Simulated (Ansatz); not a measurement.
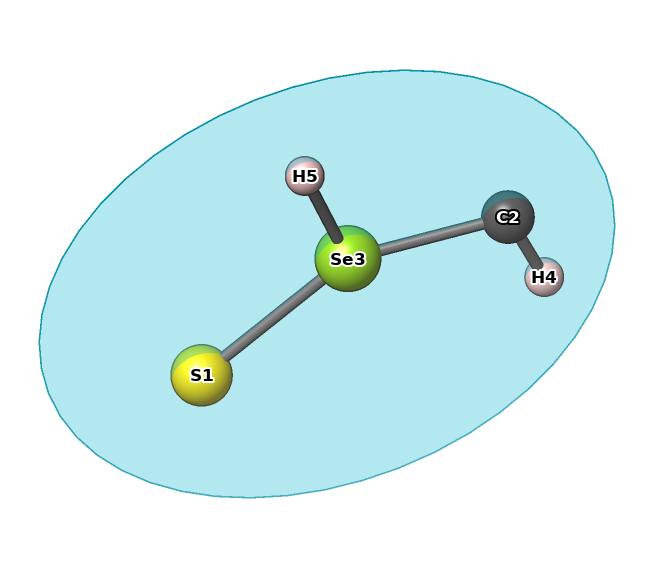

A disc through the centre of mass is drawn in. Atoms fade into the background with distance from the viewer. The computed structure is the end point of a PBE0-D4/def2-TZVP optimisation. No frequency run is at hand to confirm it as a minimum.

Question: Is the plane of the disc a mirror plane of the structure?

Answer: Yes. The reflection leaves S1, C2, Se3, H4, H5 in place. The point group is Cs.
